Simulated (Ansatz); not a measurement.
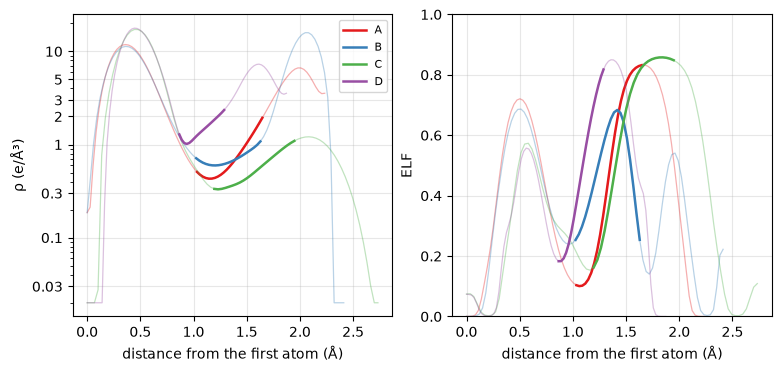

The picture shows: Hf$_{2}$Pd$_{2}$Se$_{2}$Br$_{2}$O$_{3}$. Valence charge density (pseudo) and electron localisation function along straight lines between neighbouring atoms. Thin, pale parts lie inside the atomic spheres.

Space group Cm; a generated structure, not necessarily the stable one.

All numbers below come from Ansatz, Kohn-Sham DFT of a periodic cell, PBE, Ansatz NC.

The density is the valence pseudo-density of a pseudopotential calculation; it isn't the true density close to the nuclei.

Question: Which curve belongs to which contact (Hf–Br, Hf–O, Pd–O and Pd–Se)? The first atom named is at distance zero.

Answer: Curve A: Pd–O (2.23 Å): ρ at the midpoint is about 0.44 e/Å³; the ELF is about 0.10 at the midpoint: no shared electron pair shows on this line. Curve B: Pd–Se (2.41 Å): the density is about 0.6 e/Å³ at the midpoint; the ELF is about 0.45 at the midpoint. Curve C: Hf–Br (2.73 Å): ρ at the midpoint is about 0.36 e/Å³; the ELF is about 0.40 at the midpoint. Curve D: Hf–O (1.87 Å): ρ at the midpoint is about 1 e/Å³; the ELF peaks at about 0.85 in the valence shell of O, 0.5 Å from its nucleus, and is about 0.20 at the midpoint: no localised pair shows between them.
